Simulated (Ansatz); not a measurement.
# Ag (Silver, Fm-3m): phonons against volume, part 2 of 3

Which modes of Ag (Silver) drive its thermal expansion?

Ansatz 0.2.0; DFT LDA, scalar-relativistic, plane waves, PAW; PAW set soft_1.

So far. Step 2 (A first coarse run): The start is under -6.7 GPa at this level and looks like a metal on this mesh. Step 4 (Tight relaxation): The residual pressure is 4.7e-4 GPa, small enough for phonons.

## 5. Phonons, V/V0 1

The same q-mesh and k-mesh are kept at every volume, so that much of their error can cancel in the differences.

The input, input.yaml:

```yaml
crystal:
  lattice:
    - [0.0, 2.0010837698, 2.0010837698]
    - [2.0010837698, 0.0, 2.0010837698]
    - [2.0010837698, 2.0010837698, 0.0]
  atoms:
    - { symbol: Ag, position: [0.0, 0.0, 0.0] }
kpoints:
  mp_grid: { grid: [20, 20, 20] }
hamiltonian:
  xc: lda
  pseudopotentials: { kind: paw, azcp: { folder: soft_1 }, xc_functional: pbe }
scf:
  occupations: { method: methfessel_paxton, width: 0.2 }
  lower_state_search: "off"
output:
  eigenvalues: true
phonons:
  method: dfpt
  qmesh: [4, 4, 4]
  temperatures: { t_max: 1000, t_step: 50 }
  qpath:
    path:
      - [[0.0, 0.0, 0.0], [0.5, 0.0, 0.5], [0.625, 0.25, 0.625]]
      - [[0.375, 0.375, 0.75], [0.0, 0.0, 0.0], [0.5, 0.5, 0.5], [0.5, 0.25, 0.75], [0.5, 0.0, 0.5]]
    npoints: 10
```

Started as:

```sh
$ ansatz run input.yaml --threads 8 --pin off --max-ram 16384MiB --backend cpu --events-out ev --progress --plain --runs-dir out
```

Numbers of over 12 decimals in the logs are rounded to 6 here.

The log of the run:

```text
[...]
Crystal: 1 atoms, lattice volume = 16.026 Å³
Basis set: ecut = 420 eV, 331 PW (Γ), exchange–correlation on 40×40×40 points (8 copies of the dense FFT grid, shifted against one another)
Bands: 14, of which v1, the nominal top of the filled ones, is band 10 counted from 1 (9 counted from 0)
Symmetry: 48 space group operations
k-points: 256 of 8000
[...]
SCF iter   1: F=—  HF=-7458.607042 eV  |F-HF|=—  |Δ(HF+E_count)|=         —  Δρ=9.18e-2  dr2=1.38e0  ethr=3.10e-3  ⟨swp⟩=4.5  Hψ=17260  notcnv=0
[...]
SCF iter   8: F=-7458.201421 eV  HF=-7458.201421 eV  |F-HF|=0.00e0  |Δ(HF+E_count)|=  3.82e-11  S|Δr|=    0.00e0  Δρ=3.41e-8  dr2=1.84e-13  ethr=1.00e-12  ⟨swp⟩=6.5  Hψ=14507  notcnv=0
SCF 1 converged in 8 iterations: F = -7458.201421 eV  dr2 = 1.84e-13
[...]
NSCF: frozen V_eff on 256 k-points
[...]
DFPT response loops at q = (0, 0, 0) (fractional): preconditioner auto → Kerker (q_TF=auto, 2.807 Å⁻¹) (partly filled bands, converged f_vac=0.000); β = 1.00, the filter's whole step (`scf.mixing.beta` (0.50) is not read by the response loops under this deck's `scf.mixing.preconditioner`; to damp them name `kerker` or `kerker_dos`, under which they read `scf.mixing.beta`, and type it under 1.00, their step now; both keys bind the ground state too); Broyden in place of MSR1
[...]
SCF converged after 8 iterations
[...]
Free energy (F): -7458.201421 eV
[...]
Internal energy: -7458.201510 eV  (E = F + TS)
E sigma→0 (E₀):  -7458.201443 eV
Entropy (-TS):   0.000089 eV (0.089 meV/atom)
Fermi energy:    18.267607 eV
[...]
--- Band table (eV; the first three rows and the last of 256) ---
  k-point 0: bands = [... 6 lower, 13.2908, 13.2908, 14.4702, 14.4702, 34.2866, 38.1169, 38.1169, 38.1169]
  k-point 1: bands = [... 6 lower, 13.3155, 13.3155, 14.4601, 14.4601, 34.3269, 37.4596, 38.1700, 38.1700]
  k-point 2: bands = [... 6 lower, 13.3819, 13.3819, 14.4380, 14.4380, 34.3159, 36.1393, 38.3138, 38.3138]
  k-point 255: bands = [... 6 lower, 12.9639, 14.4633, 15.6042, 24.4318, 24.4318, 25.5534, 26.8563, 41.3423]
--- Phonons (Γ-DFPT): 1 representative perturbation + reference (Σ response iterations 3) ---
  ASR residual: 1.624e-5 → 0.000e0 eV/Å²; symmetrization residual: 2.850e-11 eV/Å²
  ASR residual per site (eV/Å²): 1.62e-5
  Γ frequencies (cm⁻¹): 0.00 0.00 0.00
--- Phonons (arbitrary-q DFPT): 8 irreducible q on the 4×4×4 mesh ---
  q = [0.0000, 0.0000, 0.0000] (star 1, of the zone-centre solve; hermiticity 5.96e-8, symmetrization 1.75e-6): -0.00 0.00 0.00
  q = [0.0000, 0.0000, 0.2500] (star 8, 1 solved perturbation on 4200 of 8000 k-point pairs; hermiticity 6.83e-13, symmetrization 2.55e-12): 56.20 56.20 137.36
[...]
q = [0.0000, 0.2500, 0.2500] (star 6, 2 solved perturbations in 3420 linear systems a pass and spin channel, the states on 2210 of 8000 k-point pairs; hermiticity 2.27e-13, symmetrization 5.97e-13): 85.95 85.95 138.60
[...]
sum rule: each row above includes the acoustic sum rule's correction from the zone centre's row sums; it moved no ω² by more than (0.20 cm⁻¹)²
  mesh force constants: q→R imaginary residual 0.00e0; ASR residual 1.624e-5 → 0.000e0 eV/Å²; symmetrization residual 1.554e-15 eV/Å²
  interpolated dispersion: 62 rows × 3 modes
  density of states and harmonic sums: on the 28×28×28 q-mesh, interpolated from the force constants of a 4×4×4 supercell (no non-analytic term)
  largest difference from the sums on the solved wave vectors: F 1.23e-2 eV, S 1.64e-5 and C_V 4.03e-6 eV/K
  zero-point energy: 0.022532 eV/cell   skipped modes (ω ≤ 0): 3   left out of the sums: 4.56e-5 of the cell's modes: C_V's classical limit lies that fraction below 3 k_B per atom; for a crystal, a wire or a layer, F and S can be off by more, and a phonons.interpolated_qmesh denser along its periods is the remedy for the sampling
```

The job ended after 93 s (8 threads of Arm Neoverse V1, shared host; peak memory 3.8 GiB).

This step gave:

```
Γ frequencies                            : 0, 0, 0 cm⁻¹ (negative: imaginary)
lowest frequency on the path             : 0 cm⁻¹
zero-point energy                        : 0.02253 eV/cell
highest frequency                        : 189.1 cm⁻¹
Debye temperature from the second moment : 236 K
```

No LO-TO term. The phonon branches at the labelled points (cm⁻¹):

```tsv
point	branch 1	branch 2	branch 3
Γ	0	0	0
X	123	123	186
U	110	146	169
jump to K	110	146	169
Γ	0	0	0
L	82	82	189
W	120	155	155
X	123	123	186
```

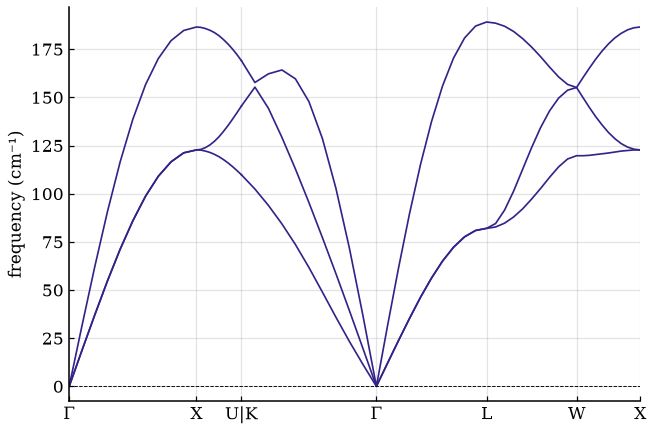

Phonon branches along the path.

The phonon density of states has structure finer than the step of the table below, so its rows give means over 20 cm⁻¹, whole bins alone (the curve runs from 1 to 189 cm⁻¹). Peaks (cm⁻¹: height): 117.0: 0.0319, 173.0: 0.0454.

Tetrahedra on 28 28 28, mean over bins of 2 cm⁻¹. Phonon density of states against wavenumber; means over each step:

```tsv
wavenumber (cm⁻¹)	phonon density of states (1/cm⁻¹/cell)
20	8.6e-4
40	0.00331
60	0.00825
80	0.0216
100	0.0306
120	0.0260
140	0.0162
160	0.0207
```

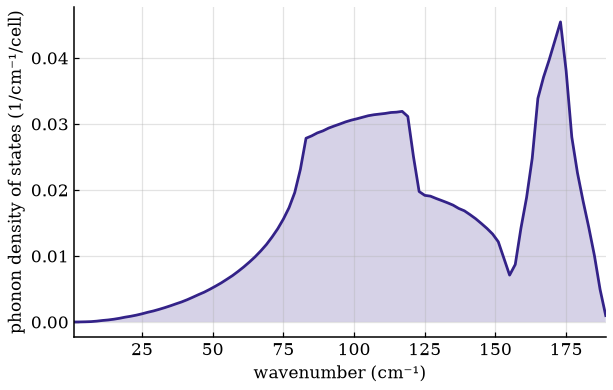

Phonon density of states, plotted against wavenumber.

Harmonic. Thermo, by row:

```tsv
T (K)	F_vib (meV/atom)	S (J/mol-atom/K)	C_V (J/mol-atom/K)
0	22.53	0	0
50	21.76	5.139	10.58
100	16.3	15.7	19.27
150	5.88	24.16	22.13
200	-8.41	30.7	23.3
250	-25.73	35.97	23.87
300	-45.53	40.35	24.19
350	-67.44	44.1	24.39
400	-91.16	47.36	24.51
450	-116.5	50.26	24.6
500	-143.2	52.85	24.67
550	-171.2	55.2	24.71
600	-200.4	57.36	24.75
650	-230.6	59.34	24.78
700	-261.9	61.18	24.8
750	-294	62.89	24.82
800	-327	64.49	24.83
850	-360.8	66	24.85
900	-395.4	67.42	24.86
950	-430.7	68.76	24.86
1000	-466.6	70.04	24.87
```

Phonopy on the run's constants, 21x21x21 mesh, Gaussian sigma 2.0 cm⁻¹. Modes, Ag against wavenumber; read off at these points:

```tsv
wavenumber (cm⁻¹)	modes, Ag (1/cm⁻¹/cell)
-10.0	0
0.0	6.0e-5
10.0	3.0e-4
20.0	5.2e-4
30.0	0.00176
40.0	0.00271
50.0	0.00520
60.0	0.00804
70.0	0.0127
80.0	0.0222
90.0	0.0292
100.0	0.0311
110.0	0.0324
111.3	0.0326
120.0	0.0279
130.0	0.0176
140.0	0.0172
150.0	0.0123
160.0	0.0166
170.0	0.0404
171.9	0.0421
180.0	0.0209
190.0	0.00138
200.0	0
```

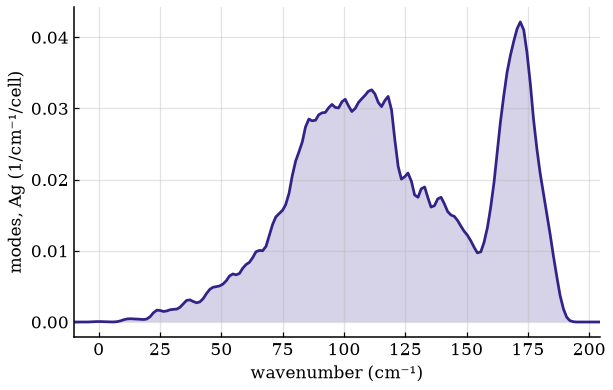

Modes, Ag against wavenumber.

No mode is imaginary beyond numerical noise at the solved wavevectors.

## 6. Single point at a scaled cell, V/V0 1.015

Symmetry fixes every atom, so a single point at the scaled cell gives the energy and pressure of this member.

input.yaml, the sections that differ from step 5:

```yaml
crystal:
  lattice:
    - [0.0, 2.0110395743, 2.0110395743]
    - [2.0110395743, 0.0, 2.0110395743]
    - [2.0110395743, 2.0110395743, 0.0]
  atoms:
    - { symbol: Ag, position: [0.0, 0.0, 0.0] }
output:
  forces: true
  stress: true
  eigenvalues: true
# kpoints, hamiltonian, scf: as in step 5
# phonons: removed
```

The log of the run:

```text
[...]
Crystal: 1 atoms, lattice volume = 16.266 Å³
Basis set: ecut = 420 eV, 331 PW (Γ)
Bands: 14, of which v1, the nominal top of the filled ones, is band 10 counted from 1 (9 counted from 0)
Symmetry: 48 space group operations
[...]
k-points: 256 of 8000
[...]
SCF iter   1: F=—  HF=-7458.601824 eV  |F-HF|=—  |Δ(HF+E_count)|=         —  Δρ=9.08e-2  dr2=1.38e0  ethr=3.10e-3  ⟨swp⟩=4.4  Hψ=17239  notcnv=0
[...]
SCF iter   6: F=-7458.199908 eV  HF=-7458.199908 eV  |F-HF|=9.42e-9  |Δ(HF+E_count)|=   8.85e-9  S|Δr|=    0.00e0  Δρ=8.84e-6  dr2=1.22e-8  ethr=2.44e-10  ⟨swp⟩=1.5  Hψ=10833  notcnv=0
SCF 1 converged in 6 iterations: F = -7458.199908 eV  dr2 = 1.22e-8
[...]
SCF converged after 6 iterations
[...]
Free energy (F): -7458.199908 eV
[...]
Internal energy: -7458.200049 eV  (E = F + TS)
E sigma→0 (E₀):  -7458.199943 eV
Entropy (-TS):   0.000141 eV (0.141 meV/atom)
Fermi energy:    17.906948 eV
[...]
--- Stress (GPa, compression-positive) ---
       -1.986795       0.000000      -0.000000
        0.000000      -1.986795      -0.000000
       -0.000000       0.000000      -1.986795
  P = ⅓ Tr σ = -1.9868 GPa (-19.868 kbar)
--- Band table (eV; the first three rows and the last of 256) ---
  k-point 0: bands = [... 6 lower, 12.9931, 12.9931, 14.1421, 14.1421, 33.9082, 37.6525, 37.6525, 37.6525]
  k-point 1: bands = [... 6 lower, 13.0172, 13.0172, 14.1324, 14.1324, 33.9443, 36.9932, 37.7014, 37.7014]
  k-point 2: bands = [... 6 lower, 13.0820, 13.0820, 14.1110, 14.1110, 33.9115, 35.6835, 37.8325, 37.8325]
  k-point 255: bands = [... 6 lower, 12.6774, 14.1381, 15.2472, 24.0124, 24.0124, 25.0873, 26.4098, 40.8440]
```

Elapsed: 1.2 s, on 8 threads; peak memory 0.32 GiB; 4.1 s of CPU time.

Numbers from this step:

| Item | Value |
| --- | --- |
| pressure | -1.987 GPa |
| volume per atom | 16.27 Å³/atom |

The run ends at a pressure of -1.99 GPa.

## 7. Lattice dynamics at this volume, V/V0 1.015

The same q-mesh and k-mesh are kept at every volume, so that much of their error can cancel in the differences.

input.yaml, the sections that differ from step 6:

```yaml
output:
  eigenvalues: true
phonons:
  method: dfpt
  qmesh: [4, 4, 4]
  temperatures: { t_max: 1000, t_step: 50 }
  qpath:
    path:
      - [[0.0, 0.0, 0.0], [0.5, 0.0, 0.5], [0.625, 0.25, 0.625]]
      - [[0.375, 0.375, 0.75], [0.0, 0.0, 0.0], [0.5, 0.5, 0.5], [0.5, 0.25, 0.75], [0.5, 0.0, 0.5]]
    npoints: 10
# crystal, kpoints, hamiltonian, scf: as in step 6
```

The log of the run:

```text
[...]
Crystal: 1 atoms, lattice volume = 16.266 Å³
Basis set: ecut = 420 eV, 331 PW (Γ), exchange–correlation on 40×40×40 points (8 copies of the dense FFT grid, shifted against one another)
Bands: 14, of which v1, the nominal top of the filled ones, is band 10 counted from 1 (9 counted from 0)
Symmetry: 48 space group operations
k-points: 256 of 8000
[...]
k-point 255: bands = [... 6 lower, 12.6773, 14.1380, 15.2471, 24.0124, 24.0124, 25.0873, 26.4098, 40.8440]
[...]
ASR residual: 2.503e-5 → 0.000e0 eV/Å²; symmetrization residual: 1.455e-11 eV/Å²
  ASR residual per site (eV/Å²): 2.50e-5
  Γ frequencies (cm⁻¹): 0.00 0.00 0.00
--- Phonons (arbitrary-q DFPT): 8 irreducible q on the 4×4×4 mesh ---
[...]
interpolated dispersion: 62 rows × 3 modes
[...]
[key lines of the parts left out:]
SCF converged after 8 iterations
Free energy (F): -7458.199909 eV
Fermi energy:    17.906905 eV
```

Run time: 94 s. Hardware: 8 threads; peak memory 3.9 GiB; 11 min of CPU time.

No mode is imaginary beyond numerical noise at the solved wavevectors.

## 8. A cell at another volume, V/V0 0.985

Symmetry fixes every atom, so a single point at the scaled cell gives the energy and pressure of this member.

The cell differs from the one that the last finished run ended in (a 2.844 → 2.816 Å, b 2.844 → 2.816 Å, c 2.844 → 2.816 Å).

input.yaml, the sections that differ from step 7:

```yaml
crystal:
  lattice:
    - [0.0, 1.9910279028, 1.9910279028]
    - [1.9910279028, 0.0, 1.9910279028]
    - [1.9910279028, 1.9910279028, 0.0]
  atoms:
    - { symbol: Ag, position: [0.0, 0.0, 0.0] }
output:
  forces: true
  stress: true
  eigenvalues: true
  write_density: true
  write_potential: true
  elf: true
  volumetric_format: npy
# kpoints, hamiltonian, scf: as in step 7
# phonons: removed
```

The log of the run:

```text
[...]
Crystal: 1 atoms, lattice volume = 15.786 Å³
Basis set: ecut = 420 eV, 331 PW (Γ)
Bands: 14, of which v1, the nominal top of the filled ones, is band 10 counted from 1 (9 counted from 0)
Symmetry: 48 space group operations
[...]
k-points: 256 of 8000
[...]
--- Band table (eV; the first three rows and the last of 256) ---
  k-point 0: bands = [... 6 lower, 13.5975, 13.5975, 14.8084, 14.8084, 34.6745, 38.5921, 38.5921, 38.5921]
  k-point 1: bands = [... 6 lower, 13.6228, 13.6228, 14.7980, 14.7980, 34.7191, 37.9368, 38.6497, 38.6497]
  k-point 2: bands = [... 6 lower, 13.6908, 13.6908, 14.7751, 14.7751, 34.7296, 36.6072, 38.8062, 38.8062]
  k-point 255: bands = [... 6 lower, 13.2591, 14.7986, 15.9727, 24.8646, 24.8646, 26.0335, 27.3168, 41.8538]
[key lines of the parts left out:]
SCF converged after 6 iterations
Free energy (F): -7458.199802 eV
Fermi energy:    18.639610 eV
P = ⅓ Tr σ = 2.1931 GPa (21.931 kbar)
```

Wall time 0.86 s (8 threads); peak memory 0.33 GiB.

The run ends at a pressure of 2.19 GPa.

## 9. Phonons, V/V0 0.985

The same q-mesh and k-mesh are kept at every volume, so that much of their error can cancel in the differences.

input.yaml, the sections that differ from step 8:

```yaml
output:
  eigenvalues: true
phonons:
  method: dfpt
  qmesh: [4, 4, 4]
  temperatures: { t_max: 1000, t_step: 50 }
  qpath:
    path:
      - [[0.0, 0.0, 0.0], [0.5, 0.0, 0.5], [0.625, 0.25, 0.625]]
      - [[0.375, 0.375, 0.75], [0.0, 0.0, 0.0], [0.5, 0.5, 0.5], [0.5, 0.25, 0.75], [0.5, 0.0, 0.5]]
    npoints: 10
# crystal, kpoints, hamiltonian, scf: as in step 8
```

The log of the run:

```text
[...]
Crystal: 1 atoms, lattice volume = 15.786 Å³
Basis set: ecut = 420 eV, 331 PW (Γ), exchange–correlation on 40×40×40 points (8 copies of the dense FFT grid, shifted against one another)
Bands: 14, of which v1, the nominal top of the filled ones, is band 10 counted from 1 (9 counted from 0)
Symmetry: 48 space group operations
k-points: 256 of 8000
[...]
k-point 255: bands = [... 6 lower, 13.2590, 14.7985, 15.9726, 24.8646, 24.8646, 26.0334, 27.3168, 41.8538]
[...]
ASR residual: 1.082e-5 → 0.000e0 eV/Å²; symmetrization residual: 2.589e-12 eV/Å²
  ASR residual per site (eV/Å²): 1.08e-5
  Γ frequencies (cm⁻¹): 0.00 0.00 0.00
--- Phonons (arbitrary-q DFPT): 8 irreducible q on the 4×4×4 mesh ---
[...]
interpolated dispersion: 62 rows × 3 modes
[...]
[key lines of the parts left out:]
SCF converged after 8 iterations
Free energy (F): -7458.199802 eV
Fermi energy:    18.639570 eV
```

Elapsed: 93 s, on 8 threads; peak memory 3.8 GiB; 11 min of CPU time.

No mode is imaginary beyond numerical noise at the solved wavevectors.

## 10. Single point at a scaled cell, V/V0 1.03

Symmetry fixes every atom, so a single point at the scaled cell gives the energy and pressure of this member.

input.yaml, the sections that differ from step 9:

```yaml
crystal:
  lattice:
    - [0.0, 2.020897769, 2.020897769]
    - [2.020897769, 0.0, 2.020897769]
    - [2.020897769, 2.020897769, 0.0]
  atoms:
    - { symbol: Ag, position: [0.0, 0.0, 0.0] }
output:
  forces: true
  stress: true
  eigenvalues: true
# kpoints, hamiltonian, scf: as in step 9
# phonons: removed
```

The log of the run:

```text
[...]
Crystal: 1 atoms, lattice volume = 16.507 Å³
Basis set: ecut = 420 eV, 331 PW (Γ)
Bands: 14, of which v1, the nominal top of the filled ones, is band 10 counted from 1 (9 counted from 0)
Symmetry: 48 space group operations
[...]
k-points: 256 of 8000
[...]
--- Band table (eV; the first three rows and the last of 256) ---
  k-point 0: bands = [... 6 lower, 12.7037, 12.7037, 13.8236, 13.8236, 33.5392, 37.1985, 37.1985, 37.1985]
  k-point 1: bands = [... 6 lower, 12.7273, 12.7273, 13.8142, 13.8142, 33.5710, 36.5375, 37.2433, 37.2433]
  k-point 2: bands = [... 6 lower, 12.7906, 12.7906, 13.7935, 13.7935, 33.5157, 35.2391, 37.3618, 37.3618]
  k-point 255: bands = [... 6 lower, 12.3987, 13.8221, 14.9007, 23.6056, 23.6056, 24.6342, 25.9766, 40.3570]
[key lines of the parts left out:]
SCF converged after 6 iterations
Free energy (F): -7458.195554 eV
Fermi energy:    17.556951 eV
P = ⅓ Tr σ = -3.7866 GPa (-37.866 kbar)
```

Wall time 0.66 s (8 threads); peak memory 0.32 GiB; 3.4 s of CPU time.

The run ends at a pressure of -3.79 GPa.

## 11. Lattice dynamics at this volume, V/V0 1.03

The same q-mesh and k-mesh are kept at every volume, so that much of their error can cancel in the differences.

input.yaml, the sections that differ from step 10:

```yaml
output:
  eigenvalues: true
phonons:
  method: dfpt
  qmesh: [4, 4, 4]
  temperatures: { t_max: 1000, t_step: 50 }
  qpath:
    path:
      - [[0.0, 0.0, 0.0], [0.5, 0.0, 0.5], [0.625, 0.25, 0.625]]
      - [[0.375, 0.375, 0.75], [0.0, 0.0, 0.0], [0.5, 0.5, 0.5], [0.5, 0.25, 0.75], [0.5, 0.0, 0.5]]
    npoints: 10
# crystal, kpoints, hamiltonian, scf: as in step 10
```

The log of the run:

```text
[...]
Crystal: 1 atoms, lattice volume = 16.507 Å³
Basis set: ecut = 420 eV, 331 PW (Γ), exchange–correlation on 40×40×40 points (8 copies of the dense FFT grid, shifted against one another)
Bands: 14, of which v1, the nominal top of the filled ones, is band 10 counted from 1 (9 counted from 0)
Symmetry: 48 space group operations
k-points: 256 of 8000
[...]
k-point 255: bands = [... 6 lower, 12.3987, 13.8220, 14.9006, 23.6056, 23.6056, 24.6342, 25.9765, 40.3570]
[...]
ASR residual: 2.711e-5 → 0.000e0 eV/Å²; symmetrization residual: 3.638e-12 eV/Å²
  ASR residual per site (eV/Å²): 2.71e-5
  Γ frequencies (cm⁻¹): 0.00 0.00 0.00
--- Phonons (arbitrary-q DFPT): 8 irreducible q on the 4×4×4 mesh ---
[...]
interpolated dispersion: 62 rows × 3 modes
[...]
[key lines of the parts left out:]
SCF converged after 8 iterations
Free energy (F): -7458.195555 eV
Fermi energy:    17.556907 eV
```

Wall time 89 s (8 threads); peak memory 3.9 GiB; 11 min of CPU time.

No LO-TO term. Phonon branches along the path, in cm⁻¹:

```tsv
point	branch 1	branch 2	branch 3
Γ	0	0	0
X	114	114	172
U	102	134	156
jump to K	102	134	156
Γ	0	0	0
L	77	77	174
W	110	143	143
X	114	114	172
```

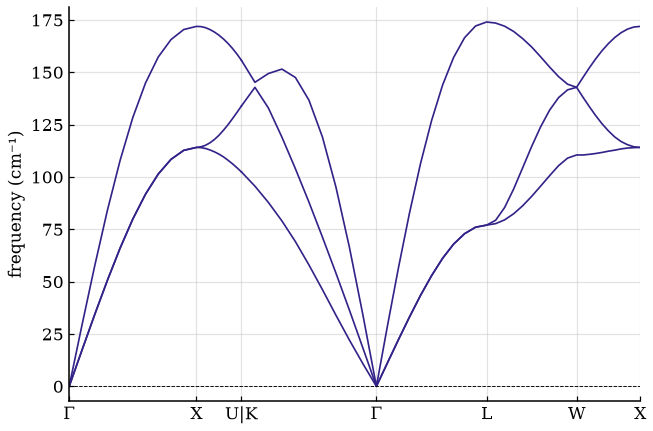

Phonon branches along the path.

No mode is imaginary beyond numerical noise at the solved wavevectors.

## 12. A cell at another volume, V/V0 0.97

Symmetry fixes every atom, so a single point at the scaled cell gives the energy and pressure of this member.

The cell differs from the one that the last finished run ended in (a 2.858 → 2.801 Å, b 2.858 → 2.801 Å, c 2.858 → 2.801 Å).

input.yaml, the sections that differ from step 11:

```yaml
crystal:
  lattice:
    - [0.0, 1.9808694204, 1.9808694204]
    - [1.9808694204, 0.0, 1.9808694204]
    - [1.9808694204, 1.9808694204, 0.0]
  atoms:
    - { symbol: Ag, position: [0.0, 0.0, 0.0] }
output:
  forces: true
  stress: true
  eigenvalues: true
# kpoints, hamiltonian, scf: as in step 11
# phonons: removed
```

The log of the run:

```text
[...]
Crystal: 1 atoms, lattice volume = 15.545 Å³
Basis set: ecut = 420 eV, 307 PW (Γ)
Bands: 14, of which v1, the nominal top of the filled ones, is band 10 counted from 1 (9 counted from 0)
Symmetry: 48 space group operations
[...]
k-points: 256 of 8000
[...]
--- Band table (eV; the first three rows and the last of 256) ---
  k-point 0: bands = [... 6 lower, 13.9133, 13.9133, 15.1571, 15.1571, 35.0725, 39.0790, 39.0790, 39.0790]
  k-point 1: bands = [... 6 lower, 13.9393, 13.9393, 15.1463, 15.1463, 35.1216, 38.4257, 39.1406, 39.1406]
  k-point 2: bands = [... 6 lower, 14.0090, 14.0090, 15.1226, 15.1226, 35.1531, 37.0873, 39.3105, 39.3105]
  k-point 255: bands = [... 6 lower, 13.5631, 15.1440, 16.3528, 25.3115, 25.3115, 26.5281, 27.7920, 42.3790]
[key lines of the parts left out:]
SCF converged after 6 iterations
Free energy (F): -7458.194726 eV
Fermi energy:    19.023483 eV
P = ⅓ Tr σ = 4.6123 GPa (46.123 kbar)
```

Elapsed: 0.68 s, on 8 threads; peak memory 0.32 GiB; 3.5 s of CPU time.

The run ends at a pressure of 4.61 GPa.

(Continued in part 3 of 3.)

[Logs are printed without paths, hosts, clocks, repeated set-up lines and the standing remarks that a program may print on its own settings, such as how far it seeks lower states.]

[Hosts, paths, dates, database ids (printed as entryN), source tags and the programs' standing remarks are cut or masked in the printed files.]

[A step with changed settings may run another functional than the one named; its input shows which.]

[Of the runs on displaced cells, only some may be shown.]
